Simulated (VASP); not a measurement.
Band structure of Mg$_{2}$Si (antifluorite). These are PBEsol GGA, VASP's PBE PAW potentials (set 64) (plane waves; VASP 6.6.1) values and carry that method's errors.

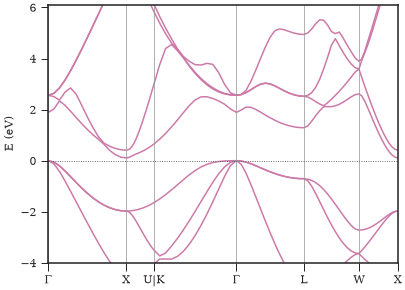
Figure. Bands along high-symmetry lines, zero at the valence-band maximum or, without a gap, the Fermi level

Task: Read the plot: is there a gap, and where are the band edges?

Result: The gap is indirect, 0.11 eV, from the valence maximum at Γ to the conduction minimum at X. (Edges off the drawn lines would not show.)

Measured: gap 0.77 eV (computed value off by -0.66 eV), as given by Byungki Ryu et al., Journal of the Korean Physical Society (2019), arXiv:1905.06140.

The compound is Mg2Si in the antifluorite structure. It was relaxed first.
